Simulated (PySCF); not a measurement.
```xyz
6

C     0.8210    0.1499   -0.0631
C     0.0469   -0.9362    0.0927
In    1.0131    1.4663    1.7501
H    -0.4596   -1.1654    1.0447
H     1.2810    0.2867   -1.0540
H    -0.1429   -1.6737   -0.7016
```

Geometry: PBE0-D3(BJ)/def2-SVP; core potentials replace the inner electrons of In.

Level of theory: Gaussian-basis quantum chemistry of an isolated molecule with PySCF, energy and nuclear gradient, functional PBE0 (PySCF 2.14.0).

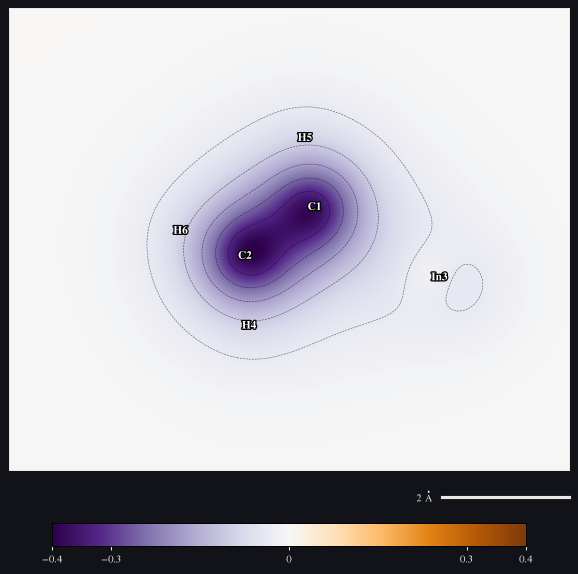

C2H3In (SMILES C=[CH][In]). The HOMO−1 on a plane 0.8 Å above the molecular plane (values in Å⁻³ᐟ²; the overall sign is arbitrary).

Question: Describe this orbital and give its energy.

Answer: By Hirshfeld shares it lies mainly on C2 (about 45 %) and C1 (about 40 %); it changes sign across the molecular plane (π type); π-bonding across C1–C2. Its energy is −7.49 eV.
